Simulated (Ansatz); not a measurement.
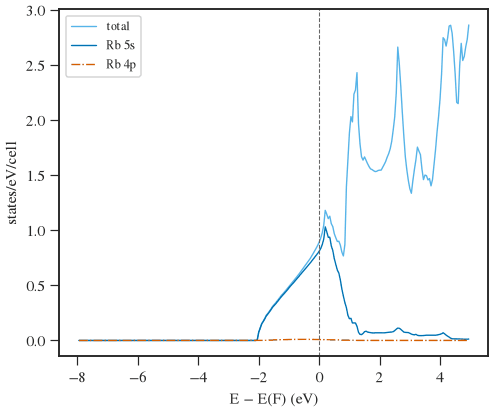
Total and projected density of states of Rb (bcc (W type), Im-3m), the program Ansatz at the PBE+D3(BJ) level (PAW)

### Question
Which orbitals carry the states next to the Fermi level?

### Answer
Within 0.5 eV of the Fermi level: Rb 5s 89 %, outside the projected shells 11 %. Projections are on Löwdin-orthogonalised atomic valence shells; empty p or d shells of many metals are not among them.

Symmetry was held in the PBE+D3(BJ) relaxation. The pairwise dispersion correction was not fitted to metals. Scalar-relativistic: spin–orbit coupling is off unless named, which matters more the heavier the elements.

Potentials: the earlier of the program's two PAW sets.
